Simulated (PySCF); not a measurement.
# BH₃Br−, an adduct: interaction energy, part 2 of 3

PySCF 2.14.0. Atoms count from 0, parts from 1. Earlier steps stand in the parts before.

## 5. Coupled-cluster interaction energy: CCSD(T) and MP2, 2.36 Å

Job settings and geometry (Å):

```
{"job": {"kind": "intercc", "basis": "aug-cc-pVDZ", "basis_mid": "aug-cc-pVTZ", "basis_large": "aug-cc-pVQZ"}, "charge": -1, "multiplicity": 1, "parts": [{"atoms": "0-3", "charge": 0, "multiplicity": 1}, {"atoms": "4-4", "charge": -1, "multiplicity": 1}]}
B     -0.047567     0.369819     0.017883
H      1.155562     0.193598     0.036238
H     -0.606692    -0.020859     1.024625
H     -0.573806    -0.020633    -1.006766
Br    -0.335334     2.711368     0.013786
```

With the program's defaults for keys left out, this is: CCSD(T)/aug-cc-pVDZ and MP2/aug-cc-pVTZ, aug-cc-pVQZ counterpoise interaction energy, frozen core, gas phase.

What it wrote:

```text
part 1, own basis, geometry of the cluster: E = -26.3752691358 (as before)

part 2, own basis, geometry of the cluster: E = -2572.5340453779 (as before)

part 1, own basis, relaxed alone: E = -26.4002571803 (as before)

part 2, own basis, relaxed alone: E = -2572.5340453779 (as before)

cluster
final grid: 5400 points
cycle   1  E = -2598.9447130771  dE = -5.349e-02  |g| = 1.028e-01  |ddm| = 1.584e+00
cycle   2  E = -2598.9530506127  dE = -8.338e-03  |g| = 4.341e-02  |ddm| = 3.411e-01
cycle   3  E = -2598.9549866040  dE = -1.936e-03  |g| = 2.086e-02  |ddm| = 1.627e-01
cycle   4  E = -2598.9553817226  dE = -3.951e-04  |g| = 3.881e-03  |ddm| = 1.188e-01
cycle   5  E = -2598.9553968537  dE = -1.513e-05  |g| = 8.309e-04  |ddm| = 2.938e-02
cycle   6  E = -2598.9553972659  dE = -4.123e-07  |g| = 2.070e-04  |ddm| = 2.810e-03
cycle   7  E = -2598.9553972914  dE = -2.544e-08  |g| = 3.981e-05  |ddm| = 1.480e-03
cycle   8  E = -2598.9553972923  dE = -9.422e-10  |g| = 8.535e-06  |ddm| = 2.933e-04
converged SCF energy = -2598.9553972923

part 1 in the basis of the cluster
final grid: 5400 points
cycle   1  E = -26.3753004684  dE = -3.152e-05  |g| = 1.076e-03  |ddm| = 8.093e-01
cycle   2  E = -26.3753007843  dE = -3.159e-07  |g| = 1.275e-04  |ddm| = 9.012e-02
cycle   3  E = -26.3753007902  dE = -5.953e-09  |g| = 8.824e-06  |ddm| = 1.158e-02
cycle   4  E = -26.3753007903  dE = -4.409e-11  |g| = 1.223e-06  |ddm| = 2.079e-04
converged SCF energy = -26.3753007903

part 2 in the basis of the cluster
final grid: 5400 points
cycle   1  E = -2572.5337420235  dE = -3.437e-05  |g| = 1.303e-03  |ddm| = 3.060e-01
cycle   2  E = -2572.5337428178  dE = -7.944e-07  |g| = 2.808e-04  |ddm| = 2.805e-02
cycle   3  E = -2572.5337428947  dE = -7.685e-08  |g| = 1.476e-04  |ddm| = 5.220e-03
cycle   4  E = -2572.5337429013  dE = -6.641e-09  |g| = 2.923e-05  |ddm| = 7.025e-04
cycle   5  E = -2572.5337429025  dE = -1.145e-09  |g| = 4.199e-06  |ddm| = 3.706e-04
cycle   6  E = -2572.5337429025  dE = -2.137e-11  |g| = 1.244e-06  |ddm| = 8.519e-05
converged SCF energy = -2572.5337429025

Interaction energy (kcal/mol)
  counterpoise      -39.988
  uncorrected       -42.693
  dispersion part     0.000
  deformation        14.533
  binding           -25.455

Decomposition of the uncorrected value (kcal/mol)
  electrostatic     -36.165
  Pauli              47.305
  orbital           -40.270
  dispersion          0.000
  correlation       -13.564

Charge of each part in the cluster: -0.154 -0.846
part 1, own basis, geometry of the cluster: E = -26.3770564238 (as before)

part 2, own basis, geometry of the cluster: E = -2572.5363904065 (as before)

part 1, own basis, relaxed alone: E = -26.4020739010 (as before)

part 2, own basis, relaxed alone: E = -2572.5363904065 (as before)

cluster
final grid: 5400 points
cycle   1  E = -2598.9489504706  dE = -5.337e-02  |g| = 1.053e-01  |ddm| = 1.013e+00
cycle   2  E = -2598.9572794915  dE = -8.329e-03  |g| = 4.528e-02  |ddm| = 2.977e-01
cycle   3  E = -2598.9591456019  dE = -1.866e-03  |g| = 2.274e-02  |ddm| = 1.510e-01
cycle   4  E = -2598.9596193199  dE = -4.737e-04  |g| = 4.465e-03  |ddm| = 1.059e-01
cycle   5  E = -2598.9596368691  dE = -1.755e-05  |g| = 1.299e-03  |ddm| = 2.696e-02
cycle   6  E = -2598.9596377204  dE = -8.512e-07  |g| = 2.684e-04  |ddm| = 6.065e-03
cycle   7  E = -2598.9596377660  dE = -4.559e-08  |g| = 4.752e-05  |ddm| = 1.370e-03
cycle   8  E = -2598.9596377673  dE = -1.343e-09  |g| = 1.061e-05  |ddm| = 2.999e-04
cycle   9  E = -2598.9596377674  dE = -9.732e-11  |g| = 2.336e-06  |ddm| = 7.733e-05
converged SCF energy = -2598.9596377674

part 1 in the basis of the cluster
final grid: 5400 points
cycle   1  E = -26.3770610457  dE = -4.928e-06  |g| = 3.778e-04  |ddm| = 3.512e-01
cycle   2  E = -26.3770610794  dE = -3.375e-08  |g| = 3.565e-05  |ddm| = 2.952e-02
cycle   3  E = -26.3770610799  dE = -4.529e-10  |g| = 2.142e-06  |ddm| = 2.879e-03
converged SCF energy = -26.3770610799

part 2 in the basis of the cluster
final grid: 5400 points
cycle   1  E = -2572.5360708969  dE = -8.154e-06  |g| = 1.081e-03  |ddm| = 1.169e-01
cycle   2  E = -2572.5360714390  dE = -5.421e-07  |g| = 4.771e-04  |ddm| = 8.994e-03
cycle   3  E = -2572.5360715026  dE = -6.358e-08  |g| = 1.523e-04  |ddm| = 1.885e-03
cycle   4  E = -2572.5360715177  dE = -1.506e-08  |g| = 2.582e-05  |ddm| = 1.002e-03
cycle   5  E = -2572.5360715183  dE = -6.057e-10  |g| = 4.241e-06  |ddm| = 3.259e-04
converged SCF energy = -2572.5360715183

Interaction energy (kcal/mol)
  counterpoise      -40.611
  uncorrected       -42.724
  dispersion part     0.000
  deformation        14.519
  binding           -26.093

Decomposition of the uncorrected value (kcal/mol)
  electrostatic     -36.275
  Pauli              47.282
  orbital           -40.198
  dispersion          0.000
  correlation       -13.533

Charge of each part in the cluster: -0.154 -0.846
part 1 in the basis of the cluster: E(HF) = -26.366941713  E2 = -0.097563775  E(CCSD corr) = -0.122247581  (T) = -0.001972164
part 2 in the basis of the cluster: E(HF) = -2572.462808140  E2 = -0.150624854  E(CCSD corr) = -0.159685495  (T) = -0.004112543
cluster: E(HF) = -2598.874661274  E2 = -0.263063908  E(CCSD corr) = -0.293940417  (T) = -0.008095420

Counterpoise interaction energy (kcal/mol)
  hf_small                 -28.182
  mp2_small                -37.517
  ccsd_small               -35.717
  ccsdt_small              -36.979
  hf_large                 -29.182
  mp2_large                -40.611
  hf_middle                -29.087
  mp2_middle               -39.988
  scs_mp2_large            -38.135
  mp2_limit                -40.997
  ccsdt_less_mp2             0.538
  ccsdt_limit_estimate     -40.459
  bsse_mp2_large             2.113
```

Wall time 77 s (1 thread of Arm Neoverse N1, shared host); peak memory 0.61 GiB.

Contacts at this geometry (a selection, picked against the atoms' radii; other short pairs can be missing):

| atoms | distance (Å) | kind (by distance and angle) | angle (°) |
| --- | --- | --- | --- |
| B0···Br4 | 2.36 | inside the van der Waals sum | – |

Differences are taken before rounding.

| method | interaction energy (kcal/mol) | from CCSD(T), limit estimate (kcal/mol) |
| --- | --- | --- |
| HF/aug-cc-pVDZ | -28.18 | +12.28 |
| MP2/aug-cc-pVDZ | -37.52 | +2.94 |
| CCSD/aug-cc-pVDZ | -35.72 | +4.74 |
| CCSD(T)/aug-cc-pVDZ | -36.98 | +3.48 |
| HF/aug-cc-pVQZ | -29.18 | +11.28 |
| MP2/aug-cc-pVQZ | -40.61 | -0.15 |
| SCS-MP2/aug-cc-pVQZ | -38.13 | +2.32 |
| MP2, extrapolated | -41.00 | -0.54 |
| CCSD(T), limit estimate | -40.46 | 0 |

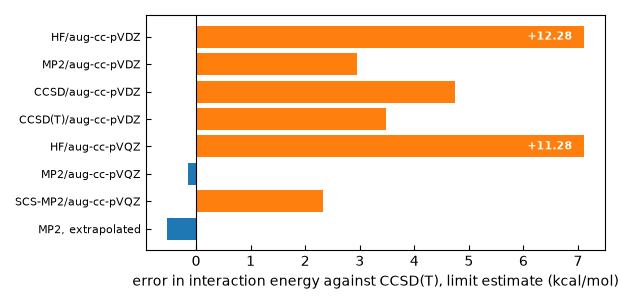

Deviations from CCSD(T), limit estimate, method by method. Bars with a number in them are cut short.

These energies keep the parts at their geometry in the cluster; deforming them to it costs 14.52 kcal/mol (MP2).

## 6. Coupled-cluster interaction energy: CCSD(T) and MP2, 2.04 Å

Settings changed since step 5:

```diff
@@ -5,2 +5,2 @@
 H     -0.573806    -0.020633    -1.006766
-Br    -0.335334     2.711368     0.013786
+Br    -0.296093     2.392066     0.014344
```

Level: CCSD(T)/aug-cc-pVDZ and MP2/aug-cc-pVTZ, aug-cc-pVQZ counterpoise interaction energy, frozen core, gas phase.

What it wrote:

```text
part 1, own basis, geometry of the cluster: E = -26.3752691358 (as before)

part 2, own basis, geometry of the cluster: E = -2572.5340453779 (as before)

part 1, own basis, relaxed alone: E = -26.4002571803 (as before)

part 2, own basis, relaxed alone: E = -2572.5340453779 (as before)

cluster
final grid: 5400 points
cycle   1  E = -2598.9325051185  dE = -1.048e-01  |g| = 1.576e-01  |ddm| = 2.284e+00
cycle   2  E = -2598.9475808658  dE = -1.508e-02  |g| = 6.427e-02  |ddm| = 5.061e-01
cycle   3  E = -2598.9506074820  dE = -3.027e-03  |g| = 3.143e-02  |ddm| = 1.839e-01
cycle   4  E = -2598.9514557627  dE = -8.483e-04  |g| = 4.819e-03  |ddm| = 1.538e-01
cycle   5  E = -2598.9514789081  dE = -2.315e-05  |g| = 7.403e-04  |ddm| = 3.753e-02
cycle   6  E = -2598.9514793324  dE = -4.243e-07  |g| = 1.334e-04  |ddm| = 3.070e-03
cycle   7  E = -2598.9514793466  dE = -1.416e-08  |g| = 2.778e-05  |ddm| = 1.242e-03
cycle   8  E = -2598.9514793473  dE = -6.476e-10  |g| = 8.183e-06  |ddm| = 2.393e-04
converged SCF energy = -2598.9514793473

part 1 in the basis of the cluster
final grid: 5400 points
cycle   1  E = -26.3753100102  dE = -4.106e-05  |g| = 1.219e-03  |ddm| = 1.076e+00
cycle   2  E = -26.3753103994  dE = -3.891e-07  |g| = 1.394e-04  |ddm| = 1.240e-01
cycle   3  E = -26.3753104067  dE = -7.332e-09  |g| = 1.111e-05  |ddm| = 1.573e-02
cycle   4  E = -26.3753104068  dE = -7.303e-11  |g| = 1.586e-06  |ddm| = 3.386e-04
converged SCF energy = -26.3753104068

part 2 in the basis of the cluster
final grid: 5400 points
cycle   1  E = -2572.5337251989  dE = -4.378e-05  |g| = 1.476e-03  |ddm| = 3.047e-01
cycle   2  E = -2572.5337261218  dE = -9.229e-07  |g| = 2.801e-04  |ddm| = 2.992e-02
cycle   3  E = -2572.5337262064  dE = -8.456e-08  |g| = 1.275e-04  |ddm| = 5.822e-03
cycle   4  E = -2572.5337262127  dE = -6.277e-09  |g| = 3.181e-05  |ddm| = 6.920e-04
cycle   5  E = -2572.5337262137  dE = -1.072e-09  |g| = 4.140e-06  |ddm| = 3.685e-04
cycle   6  E = -2572.5337262138  dE = -3.729e-11  |g| = 1.013e-06  |ddm| = 1.087e-04
converged SCF energy = -2572.5337262138

Interaction energy (kcal/mol)
  counterpoise      -41.165
  uncorrected       -45.185
  dispersion part     0.000
  deformation        14.533
  binding           -26.633

Decomposition of the uncorrected value (kcal/mol)
  electrostatic     -60.876
  Pauli             111.842
  orbital           -77.654
  dispersion          0.000
  correlation       -18.498

Charge of each part in the cluster: -0.184 -0.816
part 1, own basis, geometry of the cluster: E = -26.3770564238 (as before)

part 2, own basis, geometry of the cluster: E = -2572.5363904065 (as before)

part 1, own basis, relaxed alone: E = -26.4020739010 (as before)

part 2, own basis, relaxed alone: E = -2572.5363904065 (as before)

cluster
final grid: 5400 points
cycle   1  E = -2598.9368331439  dE = -1.048e-01  |g| = 1.637e-01  |ddm| = 1.608e+00
cycle   2  E = -2598.9519473199  dE = -1.511e-02  |g| = 6.834e-02  |ddm| = 4.726e-01
cycle   3  E = -2598.9549259955  dE = -2.979e-03  |g| = 3.307e-02  |ddm| = 1.906e-01
cycle   4  E = -2598.9558736265  dE = -9.476e-04  |g| = 5.311e-03  |ddm| = 1.562e-01
cycle   5  E = -2598.9558989037  dE = -2.528e-05  |g| = 1.292e-03  |ddm| = 3.821e-02
cycle   6  E = -2598.9558996559  dE = -7.522e-07  |g| = 3.269e-04  |ddm| = 8.206e-03
cycle   7  E = -2598.9558997088  dE = -5.293e-08  |g| = 6.185e-05  |ddm| = 2.584e-03
cycle   8  E = -2598.9558997108  dE = -2.004e-09  |g| = 1.395e-05  |ddm| = 5.328e-04
cycle   9  E = -2598.9558997110  dE = -2.001e-10  |g| = 2.440e-06  |ddm| = 1.344e-04
converged SCF energy = -2598.9558997110

part 1 in the basis of the cluster
final grid: 5400 points
cycle   1  E = -26.3770633406  dE = -7.289e-06  |g| = 4.692e-04  |ddm| = 5.663e-01
cycle   2  E = -26.3770633907  dE = -5.007e-08  |g| = 4.401e-05  |ddm| = 5.047e-02
cycle   3  E = -26.3770633914  dE = -6.469e-10  |g| = 2.557e-06  |ddm| = 5.235e-03
converged SCF energy = -26.3770633914

part 2 in the basis of the cluster
final grid: 5400 points
cycle   1  E = -2572.5360468098  dE = -9.450e-06  |g| = 1.153e-03  |ddm| = 1.296e-01
cycle   2  E = -2572.5360474089  dE = -5.991e-07  |g| = 5.089e-04  |ddm| = 1.016e-02
cycle   3  E = -2572.5360474786  dE = -6.974e-08  |g| = 1.615e-04  |ddm| = 1.987e-03
cycle   4  E = -2572.5360474947  dE = -1.611e-08  |g| = 2.748e-05  |ddm| = 9.458e-04
cycle   5  E = -2572.5360474954  dE = -6.362e-10  |g| = 3.922e-06  |ddm| = 3.598e-04
converged SCF energy = -2572.5360474954

Interaction energy (kcal/mol)
  counterpoise      -42.454
  uncorrected       -45.873
  dispersion part     0.000
  deformation        14.519
  binding           -27.935

Decomposition of the uncorrected value (kcal/mol)
  electrostatic     -61.284
  Pauli             112.158
  orbital           -77.735
  dispersion          0.000
  correlation       -19.012

Charge of each part in the cluster: -0.183 -0.817
part 1 in the basis of the cluster: E(HF) = -26.366975964  E2 = -0.097723524  E(CCSD corr) = -0.122389180  (T) = -0.001985139
part 2 in the basis of the cluster: E(HF) = -2572.462913127  E2 = -0.152513222  E(CCSD corr) = -0.161695563  (T) = -0.004339378
cluster: E(HF) = -2598.870055070  E2 = -0.268930322  E(CCSD corr) = -0.298337178  (T) = -0.008229070

Counterpoise interaction energy (kcal/mol)
  hf_small                 -25.204
  mp2_small                -36.935
  ccsd_small               -34.148
  ccsdt_small              -35.343
  hf_large                 -26.850
  mp2_large                -42.454
  hf_middle                -26.633
  mp2_middle               -41.166
  scs_mp2_large            -38.970
  mp2_limit                -43.236
  ccsdt_less_mp2             1.592
  ccsdt_limit_estimate     -41.644
  bsse_mp2_large             3.419
```

Run time: 75 s. Hardware: 1 thread of Arm Neoverse N1, shared host; peak memory 0.61 GiB.

Contacts at this geometry (a selection, picked against the atoms' radii; other short pairs can be missing):

| atoms | distance (Å) | kind (by distance and angle) | angle (°) |
| --- | --- | --- | --- |
| B0···Br4 | 2.04 | bonding distance | – |

Differences are taken before rounding.

| method | interaction energy (kcal/mol) | from CCSD(T), limit estimate (kcal/mol) |
| --- | --- | --- |
| HF/aug-cc-pVDZ | -25.20 | +16.44 |
| MP2/aug-cc-pVDZ | -36.93 | +4.71 |
| CCSD/aug-cc-pVDZ | -34.15 | +7.50 |
| CCSD(T)/aug-cc-pVDZ | -35.34 | +6.30 |
| HF/aug-cc-pVQZ | -26.85 | +14.79 |
| MP2/aug-cc-pVQZ | -42.45 | -0.81 |
| SCS-MP2/aug-cc-pVQZ | -38.97 | +2.67 |
| MP2, extrapolated | -43.24 | -1.59 |
| CCSD(T), limit estimate | -41.64 | 0 |

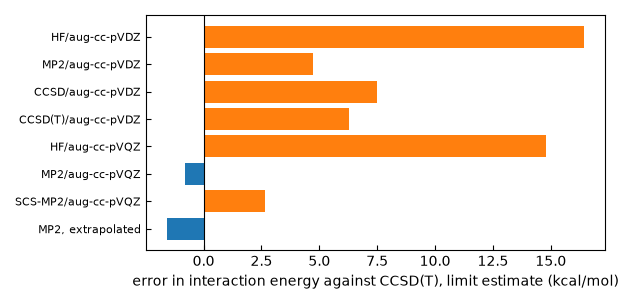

How far each level lands from CCSD(T), limit estimate.

These energies keep the parts at their geometry in the cluster; deforming them to it costs 14.52 kcal/mol (MP2).

At this geometry B0 and Br4 of different parts are bonded (2.04 Å), so this energy is that of a chemical bond rather than of a weak contact.

## 7. Coupled-cluster interaction energy: CCSD(T) and MP2, 2.68 Å

Settings changed since step 6:

```diff
@@ -5,2 +5,2 @@
 H     -0.573806    -0.020633    -1.006766
-Br    -0.296093     2.392066     0.014344
+Br    -0.374574     3.030670     0.013227
```

With the program's defaults for keys left out, this is: CCSD(T)/aug-cc-pVDZ and MP2/aug-cc-pVTZ, aug-cc-pVQZ counterpoise interaction energy, frozen core, gas phase.

What it wrote:

```text
part 1, own basis, geometry of the cluster: E = -26.3752691358 (as before)

part 2, own basis, geometry of the cluster: E = -2572.5340453779 (as before)

part 1, own basis, relaxed alone: E = -26.4002571803 (as before)

part 2, own basis, relaxed alone: E = -2572.5340453779 (as before)

cluster
final grid: 5400 points
cycle   1  E = -2598.9409769279  dE = -2.755e-02  |g| = 6.815e-02  |ddm| = 9.838e-01
cycle   2  E = -2598.9454114039  dE = -4.434e-03  |g| = 2.952e-02  |ddm| = 2.713e-01
cycle   3  E = -2598.9465327420  dE = -1.121e-03  |g| = 1.269e-02  |ddm| = 1.560e-01
cycle   4  E = -2598.9466867234  dE = -1.540e-04  |g| = 2.933e-03  |ddm| = 7.331e-02
cycle   5  E = -2598.9466952097  dE = -8.486e-06  |g| = 6.340e-04  |ddm| = 1.936e-02
cycle   6  E = -2598.9466954918  dE = -2.820e-07  |g| = 1.526e-04  |ddm| = 3.161e-03
cycle   7  E = -2598.9466955070  dE = -1.524e-08  |g| = 2.824e-05  |ddm| = 1.257e-03
cycle   8  E = -2598.9466955075  dE = -5.407e-10  |g| = 5.879e-06  |ddm| = 2.356e-04
converged SCF energy = -2598.9466955075

part 1 in the basis of the cluster
final grid: 5400 points
cycle   1  E = -26.3752943943  dE = -2.538e-05  |g| = 9.655e-04  |ddm| = 5.467e-01
cycle   2  E = -26.3752946487  dE = -2.544e-07  |g| = 1.114e-04  |ddm| = 5.644e-02
cycle   3  E = -26.3752946531  dE = -4.383e-09  |g| = 6.837e-06  |ddm| = 7.000e-03
cycle   4  E = -26.3752946531  dE = -2.626e-11  |g| = 8.176e-07  |ddm| = 1.161e-04
converged SCF energy = -26.3752946531

part 2 in the basis of the cluster
final grid: 5400 points
cycle   1  E = -2572.5337637453  dE = -2.710e-05  |g| = 1.156e-03  |ddm| = 2.461e-01
cycle   2  E = -2572.5337644312  dE = -6.859e-07  |g| = 2.829e-04  |ddm| = 2.210e-02
cycle   3  E = -2572.5337645009  dE = -6.969e-08  |g| = 1.533e-04  |ddm| = 3.869e-03
cycle   4  E = -2572.5337645082  dE = -7.302e-09  |g| = 2.736e-05  |ddm| = 6.987e-04
cycle   5  E = -2572.5337645092  dE = -1.046e-09  |g| = 4.639e-06  |ddm| = 3.039e-04
cycle   6  E = -2572.5337645092  dE = -3.138e-11  |g| = 1.435e-06  |ddm| = 6.788e-05
converged SCF energy = -2572.5337645092

Interaction energy (kcal/mol)
  counterpoise      -31.152
  uncorrected       -33.016
  dispersion part     0.000
  deformation        14.533
  binding           -16.619

Decomposition of the uncorrected value (kcal/mol)
  electrostatic     -22.769
  Pauli              19.995
  orbital           -20.877
  dispersion          0.000
  correlation        -9.366

Charge of each part in the cluster: -0.111 -0.889
part 1, own basis, geometry of the cluster: E = -26.3770564238 (as before)

part 2, own basis, geometry of the cluster: E = -2572.5363904065 (as before)

part 1, own basis, relaxed alone: E = -26.4020739010 (as before)

part 2, own basis, relaxed alone: E = -2572.5363904065 (as before)

cluster
final grid: 5400 points
cycle   1  E = -2598.9451430396  dE = -2.747e-02  |g| = 6.935e-02  |ddm| = 6.612e-01
cycle   2  E = -2598.9495720212  dE = -4.429e-03  |g| = 3.037e-02  |ddm| = 2.022e-01
cycle   3  E = -2598.9506535317  dE = -1.082e-03  |g| = 1.433e-02  |ddm| = 1.251e-01
cycle   4  E = -2598.9508485034  dE = -1.950e-04  |g| = 3.385e-03  |ddm| = 6.907e-02
cycle   5  E = -2598.9508587448  dE = -1.024e-05  |g| = 8.969e-04  |ddm| = 1.988e-02
cycle   6  E = -2598.9508592444  dE = -4.996e-07  |g| = 1.960e-04  |ddm| = 3.457e-03
cycle   7  E = -2598.9508592698  dE = -2.542e-08  |g| = 3.413e-05  |ddm| = 1.264e-03
cycle   8  E = -2598.9508592706  dE = -7.740e-10  |g| = 7.707e-06  |ddm| = 3.863e-04
converged SCF energy = -2598.9508592706

part 1 in the basis of the cluster
final grid: 5400 points
cycle   1  E = -26.3770589251  dE = -2.687e-06  |g| = 2.667e-04  |ddm| = 1.363e-01
cycle   2  E = -26.3770589444  dE = -1.930e-08  |g| = 2.563e-05  |ddm| = 9.329e-03
cycle   3  E = -26.3770589446  dE = -2.805e-10  |g| = 1.690e-06  |ddm| = 7.541e-04
converged SCF energy = -26.3770589446

part 2 in the basis of the cluster
final grid: 5400 points
cycle   1  E = -2572.5360978823  dE = -7.112e-06  |g| = 1.001e-03  |ddm| = 9.299e-02
cycle   2  E = -2572.5360983709  dE = -4.885e-07  |g| = 4.396e-04  |ddm| = 6.924e-03
cycle   3  E = -2572.5360984286  dE = -5.773e-08  |g| = 1.441e-04  |ddm| = 1.809e-03
cycle   4  E = -2572.5360984426  dE = -1.407e-08  |g| = 2.439e-05  |ddm| = 1.098e-03
cycle   5  E = -2572.5360984432  dE = -5.948e-10  |g| = 4.627e-06  |ddm| = 2.882e-04
converged SCF energy = -2572.5360984432

Interaction energy (kcal/mol)
  counterpoise      -31.416
  uncorrected       -32.748
  dispersion part     0.000
  deformation        14.519
  binding           -16.898

Decomposition of the uncorrected value (kcal/mol)
  electrostatic     -22.742
  Pauli              19.903
  orbital           -20.826
  dispersion          0.000
  correlation        -9.083

Charge of each part in the cluster: -0.111 -0.889
part 1 in the basis of the cluster: E(HF) = -26.366952283  E2 = -0.097484450  E(CCSD corr) = -0.122175078  (T) = -0.001965159
part 2 in the basis of the cluster: E(HF) = -2572.462746696  E2 = -0.149607334  E(CCSD corr) = -0.158621724  (T) = -0.003986581
cluster: E(HF) = -2598.866494835  E2 = -0.257673611  E(CCSD corr) = -0.289738279  (T) = -0.007771276

Counterpoise interaction energy (kcal/mol)
  hf_small                 -23.090
  mp2_small                -29.730
  ccsd_small               -28.701
  ccsdt_small              -29.842
  hf_large                 -23.658
  mp2_large                -31.416
  hf_middle                -23.617
  mp2_middle               -31.152
  scs_mp2_large            -29.736
  mp2_limit                -31.580
  ccsdt_less_mp2            -0.112
  ccsdt_limit_estimate     -31.692
  bsse_mp2_large             1.332
```

It took 77 s on 1 thread of Arm Neoverse N1, shared host; peak memory 0.61 GiB.

Contacts at this geometry (a selection, picked against the atoms' radii; other short pairs can be missing):

| atoms | distance (Å) | kind (by distance and angle) | angle (°) |
| --- | --- | --- | --- |
| B0···Br4 | 2.68 | inside the van der Waals sum | – |

Differences are taken before rounding.

| method | interaction energy (kcal/mol) | from CCSD(T), limit estimate (kcal/mol) |
| --- | --- | --- |
| HF/aug-cc-pVDZ | -23.09 | +8.60 |
| MP2/aug-cc-pVDZ | -29.73 | +1.96 |
| CCSD/aug-cc-pVDZ | -28.70 | +2.99 |
| CCSD(T)/aug-cc-pVDZ | -29.84 | +1.85 |
| HF/aug-cc-pVQZ | -23.66 | +8.03 |
| MP2/aug-cc-pVQZ | -31.42 | +0.28 |
| SCS-MP2/aug-cc-pVQZ | -29.74 | +1.96 |
| MP2, extrapolated | -31.58 | +0.11 |
| CCSD(T), limit estimate | -31.69 | 0 |

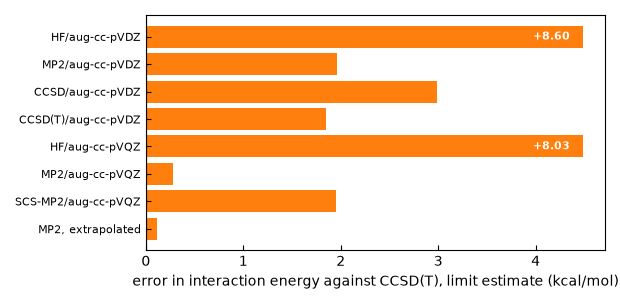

How far each level lands from CCSD(T), limit estimate. Bars with a number in them are cut short.

These energies keep the parts at their geometry in the cluster; deforming them to it costs 14.52 kcal/mol (MP2).

(Part 2 of 3 ends here.)
